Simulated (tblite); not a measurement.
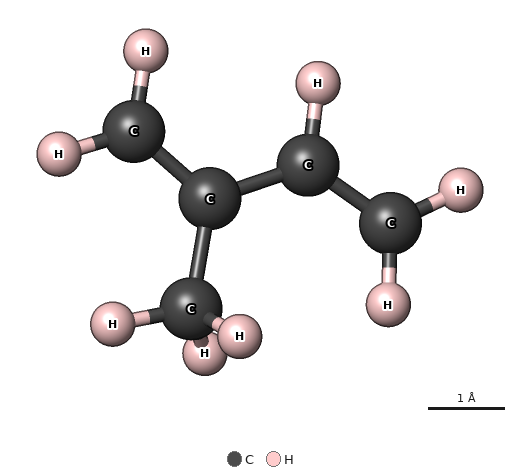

Figure 1. The input geometry (ball-and-stick view, seen at a tilt).

## Geometry relaxation of C5H8

C5H8 (1,3-Butadiene, 2-methyl-), computed with GFN2-xTB geometry optimisation, gas phase (tblite 0.8.0).

Output:
```
step      E/eV     max force
  0    -400.55114    1.640
  1    -400.58629    0.970
  2    -400.60019    0.304
  3    -400.60367    0.168
  4    -400.60762    0.125
  5    -400.60876    0.105
  6    -400.60989    0.107
  7    -400.61077    0.090
  8    -400.61115    0.046
  9    -400.61128    0.044
 10    -400.61143    0.044
 11    -400.61160    0.051
 12    -400.61177    0.037
 13    -400.61177    0.037
 14    -400.61186    0.024
 15    -400.61199    0.029
 16    -400.61205    0.027
 17    -400.61210    0.023
 18    -400.61218    0.026
 19    -400.61228    0.028
 20    -400.61238    0.032
 21    -400.61247    0.025
 22    -400.61252    0.020
 23    -400.61257    0.020
 24    -400.61263    0.018
 25    -400.61266    0.013
 26    -400.61268    0.009
 27    -400.61269    0.009
 28    -400.61270    0.009
 29    -400.61270    0.007
 30    -400.61270    0.004
 31    -400.61271    0.004
 32    -400.61271    0.005
 33    -400.61271    0.006
 34    -400.61272    0.005
 35    -400.61272    0.004
 36    -400.61272    0.004
```

Trajectory as extended XYZ (Å, eV, eV/Å), 12 frames, from step=0 to step=36:
```
13
Properties=species:S:1:pos:R:3:forces:R:3 step=0 energy=-400.55114
C     1.8757   -0.6714    0.2114   -0.9630   0.5300   0.0560
C     0.8637    0.1192    0.6301    1.5020  -0.5210   0.4030
C    -0.4158    0.2816    0.0005   -1.3000   0.7270   0.0010
C    -1.3382    1.1159    0.5314    0.5770  -0.4190   0.0190
C    -0.7285   -0.4663   -1.2651   -0.0700  -0.0190  -0.4160
H     1.7959   -1.2716   -0.6893    0.0940   0.1490   0.2730
H     2.7970   -0.7192    0.7677   -0.0420  -0.0600  -0.1080
H     1.0400    0.6861    1.5604   -0.2800  -0.2170  -0.5410
H    -1.1411    1.6581    1.4557   -0.0860  -0.1650  -0.3690
H    -2.3150    1.2534    0.0860    0.2320  -0.0140   0.0810
H    -0.0227   -0.1931   -2.0643   -0.1150  -0.1660   0.3200
H    -1.7368   -0.2476   -1.6463    0.3140   0.0580   0.3080
H    -0.6783   -1.5446   -1.0969    0.1370   0.1160  -0.0260
13
Properties=species:S:1:pos:R:3:forces:R:3 step=3 energy=-400.60367
C     1.8662   -0.6662    0.2112   -0.1200   0.0680   0.0020
C     0.8761    0.1143    0.6354   -0.0350  -0.0490  -0.0570
C    -0.4288    0.2894   -0.0023   -0.0510   0.0350  -0.0270
C    -1.3345    1.1110    0.5348    0.1010  -0.1330  -0.0140
C    -0.7302   -0.4660   -1.2706    0.0300   0.0200   0.0610
H     1.7978   -1.2667   -0.6812    0.0080   0.0290   0.0410
H     2.7920   -0.7217    0.7611   -0.0200  -0.0450  -0.0710
H     1.0321    0.6821    1.5479   -0.1280   0.0060  -0.0980
H    -1.1427    1.6539    1.4460    0.0100  -0.0020  -0.0360
H    -2.3058    1.2531    0.0896    0.0420   0.0140   0.0140
H    -0.0236   -0.1978   -2.0557    0.0590  -0.0510   0.0730
H    -1.7302   -0.2446   -1.6376    0.0030   0.0770   0.1080
H    -0.6729   -1.5404   -1.0975    0.1000   0.0320   0.0040
13
Properties=species:S:1:pos:R:3:forces:R:3 step=6 energy=-400.60989
C     1.8596   -0.6630    0.2101    0.0350  -0.0460  -0.0340
C     0.8687    0.1126    0.6312    0.0180   0.0110   0.0010
C    -0.4292    0.2886   -0.0066    0.0200  -0.0370   0.0200
C    -1.3316    1.1027    0.5365   -0.0720   0.0750   0.0250
C    -0.7279   -0.4648   -1.2672    0.0110  -0.0300  -0.0370
H     1.7976   -1.2642   -0.6787   -0.0380  -0.0260  -0.0680
H     2.7879   -0.7266    0.7522    0.0030   0.0030   0.0090
H     1.0157    0.6843    1.5375   -0.0590   0.0600   0.0440
H    -1.1403    1.6530    1.4418    0.0400  -0.0070   0.0220
H    -2.2997    1.2543    0.0915   -0.0290   0.0000  -0.0150
H    -0.0156   -0.2035   -2.0469    0.0460   0.0150  -0.0110
H    -1.7288   -0.2354   -1.6241    0.0040   0.0110   0.0180
H    -0.6606   -1.5374   -1.0961    0.0210  -0.0280   0.0250
13
Properties=species:S:1:pos:R:3:forces:R:3 step=9 energy=-400.61128
C     1.8591   -0.6650    0.2073   -0.0150   0.0070  -0.0010
C     0.8691    0.1129    0.6308   -0.0030  -0.0010   0.0050
C    -0.4303    0.2872   -0.0054    0.0020   0.0060   0.0070
C    -1.3333    1.1039    0.5371    0.0060   0.0050  -0.0100
C    -0.7257   -0.4664   -1.2680    0.0170   0.0020   0.0200
H     1.7940   -1.2657   -0.6838   -0.0270   0.0130  -0.0010
H     2.7874   -0.7279    0.7505   -0.0080  -0.0070  -0.0170
H     1.0064    0.6893    1.5377    0.0000   0.0000  -0.0020
H    -1.1362    1.6525    1.4432    0.0050  -0.0120  -0.0070
H    -2.3016    1.2549    0.0906   -0.0030   0.0050   0.0130
H    -0.0098   -0.2036   -2.0455   -0.0020   0.0070   0.0100
H    -1.7278   -0.2325   -1.6195    0.0300  -0.0260  -0.0180
H    -0.6557   -1.5392   -1.0938   -0.0020   0.0000   0.0010
13
Properties=species:S:1:pos:R:3:forces:R:3 step=13 energy=-400.61177
C     1.8567   -0.6652    0.2058   -0.0310   0.0190   0.0050
C     0.8685    0.1135    0.6319   -0.0020   0.0090   0.0160
C    -0.4304    0.2876   -0.0035   -0.0160  -0.0020  -0.0280
C    -1.3334    1.1060    0.5357    0.0170  -0.0200   0.0090
C    -0.7217   -0.4673   -1.2654   -0.0050  -0.0050  -0.0150
H     1.7867   -1.2639   -0.6865   -0.0170   0.0110   0.0070
H     2.7857   -0.7296    0.7466    0.0070  -0.0110  -0.0130
H     1.0032    0.6917    1.5382    0.0250  -0.0130  -0.0010
H    -1.1334    1.6504    1.4430   -0.0050   0.0180   0.0110
H    -2.3031    1.2562    0.0926   -0.0010   0.0070   0.0020
H    -0.0073   -0.2021   -2.0432    0.0210  -0.0040   0.0120
H    -1.7220   -0.2366   -1.6216   -0.0130  -0.0050  -0.0130
H    -0.6539   -1.5401   -1.0923    0.0210  -0.0040   0.0080
13
Properties=species:S:1:pos:R:3:forces:R:3 step=16 energy=-400.61205
C     1.8551   -0.6640    0.2062    0.0140  -0.0150  -0.0100
C     0.8675    0.1143    0.6325   -0.0050   0.0060   0.0000
C    -0.4310    0.2876   -0.0051    0.0050   0.0020   0.0160
C    -1.3331    1.1049    0.5367   -0.0200   0.0160   0.0070
C    -0.7222   -0.4680   -1.2669    0.0060   0.0030   0.0100
H     1.7848   -1.2627   -0.6859   -0.0190   0.0070  -0.0020
H     2.7857   -0.7306    0.7450   -0.0090  -0.0020  -0.0100
H     1.0056    0.6909    1.5388    0.0010   0.0030   0.0060
H    -1.1339    1.6517    1.4436    0.0010  -0.0070  -0.0100
H    -2.3027    1.2568    0.0931    0.0020   0.0030   0.0060
H    -0.0052   -0.2026   -2.0421    0.0080  -0.0040   0.0000
H    -1.7230   -0.2374   -1.6231    0.0090  -0.0140  -0.0130
H    -0.6519   -1.5404   -1.0916    0.0080   0.0000   0.0000
13
Properties=species:S:1:pos:R:3:forces:R:3 step=19 energy=-400.61228
C     1.8538   -0.6638    0.2055   -0.0260   0.0070  -0.0080
C     0.8670    0.1152    0.6331    0.0130   0.0020   0.0150
C    -0.4320    0.2885   -0.0038   -0.0010  -0.0100  -0.0110
C    -1.3346    1.1054    0.5380    0.0130   0.0010  -0.0100
C    -0.7212   -0.4681   -1.2665    0.0170   0.0020   0.0130
H     1.7791   -1.2607   -0.6865   -0.0090  -0.0120  -0.0230
H     2.7847   -0.7321    0.7417    0.0100  -0.0020   0.0030
H     1.0080    0.6905    1.5403   -0.0130   0.0020  -0.0080
H    -1.1342    1.6524    1.4434    0.0030   0.0070   0.0170
H    -2.3029    1.2582    0.0944   -0.0270   0.0030  -0.0070
H    -0.0018   -0.2037   -2.0406   -0.0060   0.0050   0.0100
H    -1.7218   -0.2408   -1.6269    0.0260  -0.0080   0.0040
H    -0.6483   -1.5405   -1.0908    0.0000   0.0050   0.0050
13
Properties=species:S:1:pos:R:3:forces:R:3 step=22 energy=-400.61252
C     1.8508   -0.6639    0.2033    0.0020  -0.0050  -0.0050
C     0.8668    0.1163    0.6347   -0.0150  -0.0020  -0.0020
C    -0.4329    0.2892   -0.0021   -0.0040   0.0090  -0.0030
C    -1.3359    1.1068    0.5384    0.0070  -0.0010  -0.0060
C    -0.7180   -0.4684   -1.2647    0.0050  -0.0110  -0.0060
H     1.7709   -1.2595   -0.6899    0.0050  -0.0010   0.0010
H     2.7837   -0.7342    0.7374   -0.0090  -0.0050  -0.0140
H     1.0091    0.6908    1.5418   -0.0100   0.0050  -0.0020
H    -1.1343    1.6536    1.4444   -0.0060   0.0000   0.0000
H    -2.3056    1.2602    0.0955    0.0060  -0.0040   0.0020
H     0.0019   -0.2042   -2.0377    0.0110   0.0140   0.0050
H    -1.7170   -0.2459   -1.6309    0.0040   0.0120   0.0160
H    -0.6440   -1.5403   -1.0890    0.0040  -0.0100   0.0150
13
Properties=species:S:1:pos:R:3:forces:R:3 step=26 energy=-400.61268
C     1.8483   -0.6641    0.2015    0.0000  -0.0020  -0.0010
C     0.8654    0.1164    0.6351    0.0040   0.0020  -0.0030
C    -0.4334    0.2901   -0.0021    0.0010  -0.0030   0.0050
C    -1.3361    1.1079    0.5380   -0.0030  -0.0030   0.0010
C    -0.7153   -0.4696   -1.2640   -0.0030   0.0070   0.0040
H     1.7671   -1.2592   -0.6918   -0.0010   0.0000  -0.0010
H     2.7821   -0.7363    0.7329    0.0010  -0.0020  -0.0010
H     1.0077    0.6916    1.5418   -0.0020  -0.0020  -0.0030
H    -1.1354    1.6540    1.4447   -0.0020   0.0000  -0.0040
H    -2.3062    1.2604    0.0961    0.0000  -0.0010  -0.0060
H     0.0059   -0.2025   -2.0352    0.0020  -0.0050   0.0050
H    -1.7138   -0.2467   -1.6303   -0.0050   0.0020   0.0030
H    -0.6407   -1.5415   -1.0855    0.0050   0.0080   0.0000
13
Properties=species:S:1:pos:R:3:forces:R:3 step=29 energy=-400.61270
C     1.8480   -0.6644    0.2011    0.0000   0.0010  -0.0010
C     0.8655    0.1166    0.6348    0.0010  -0.0010   0.0020
C    -0.4335    0.2901   -0.0015   -0.0010   0.0020  -0.0030
C    -1.3366    1.1077    0.5380    0.0010  -0.0020   0.0000
C    -0.7151   -0.4691   -1.2635    0.0000  -0.0010  -0.0010
H     1.7663   -1.2591   -0.6923    0.0000  -0.0020  -0.0030
H     2.7820   -0.7369    0.7319    0.0040  -0.0010   0.0020
H     1.0074    0.6915    1.5416    0.0030   0.0000   0.0020
H    -1.1360    1.6541    1.4443   -0.0020   0.0040   0.0040
H    -2.3062    1.2603    0.0955   -0.0030  -0.0020  -0.0060
H     0.0070   -0.2028   -2.0340   -0.0020   0.0010   0.0020
H    -1.7138   -0.2467   -1.6299    0.0020   0.0000   0.0020
H    -0.6394   -1.5408   -1.0848   -0.0010   0.0010   0.0010
13
Properties=species:S:1:pos:R:3:forces:R:3 step=32 energy=-400.61271
C     1.8481   -0.6645    0.2008    0.0010  -0.0010   0.0000
C     0.8657    0.1165    0.6349    0.0000   0.0000   0.0000
C    -0.4334    0.2902   -0.0015    0.0020   0.0010   0.0040
C    -1.3368    1.1076    0.5380   -0.0020   0.0030   0.0000
C    -0.7151   -0.4690   -1.2633    0.0010   0.0000   0.0010
H     1.7663   -1.2594   -0.6927    0.0000   0.0020   0.0020
H     2.7822   -0.7372    0.7318   -0.0020  -0.0010  -0.0020
H     1.0076    0.6916    1.5416    0.0040  -0.0010   0.0000
H    -1.1365    1.6544    1.4444   -0.0040  -0.0010  -0.0030
H    -2.3063    1.2599    0.0947    0.0030  -0.0020   0.0000
H     0.0070   -0.2027   -2.0337    0.0000   0.0020  -0.0030
H    -1.7138   -0.2464   -1.6294   -0.0010   0.0000  -0.0010
H    -0.6393   -1.5405   -1.0845   -0.0020  -0.0030   0.0010
13
Properties=species:S:1:pos:R:3:forces:R:3 step=36 energy=-400.61272
C     1.8481   -0.6647    0.2004   -0.0020   0.0000   0.0010
C     0.8661    0.1164    0.6352    0.0010   0.0020   0.0000
C    -0.4331    0.2908   -0.0009    0.0000  -0.0030  -0.0010
C    -1.3373    1.1078    0.5380    0.0030  -0.0010  -0.0020
C    -0.7148   -0.4687   -1.2627    0.0000   0.0000   0.0000
H     1.7657   -1.2593   -0.6931    0.0000   0.0000  -0.0010
H     2.7824   -0.7382    0.7309    0.0000   0.0000   0.0000
H     1.0091    0.6912    1.5419    0.0000   0.0000   0.0010
H    -1.1387    1.6551    1.4443   -0.0020   0.0000   0.0000
H    -2.3062    1.2589    0.0931    0.0000   0.0000   0.0010
H     0.0070   -0.2021   -2.0333   -0.0010  -0.0010   0.0000
H    -1.7136   -0.2464   -1.6290    0.0010   0.0000   0.0020
H    -0.6391   -1.5403   -1.0837    0.0000   0.0020  -0.0010
```

This output came from the following input.

The input:
```
{"job": {"xc": "GFN2-xTB", "basis": "xTB", "kind": "relax"}, "charge": 0, "multiplicity": 1}
C      1.875700    -0.671400     0.211400
C      0.863700     0.119200     0.630100
C     -0.415800     0.281600     0.000500
C     -1.338200     1.115900     0.531400
C     -0.728500    -0.466300    -1.265100
H      1.795900    -1.271600    -0.689300
H      2.797000    -0.719200     0.767700
H      1.040000     0.686100     1.560400
H     -1.141100     1.658100     1.455700
H     -2.315000     1.253400     0.086000
H     -0.022700    -0.193100    -2.064300
H     -1.736800    -0.247600    -1.646300
H     -0.678300    -1.544600    -1.096900
```

The first line tells a small driver script what to run in tblite; the rest is the geometry in Å.

Launch command:
```bash
OMP_NUM_THREADS=1 python <driver script> task.json out
```

Summary:

```json
{"quantity": "outcome", "value": "converged"}
{"quantity": "total energy", "value": "−400.6127 eV"}
{"quantity": "hardware", "value": "1 CPU thread, shared host"}
{"quantity": "peak memory", "value": "0.18 GiB"}
```
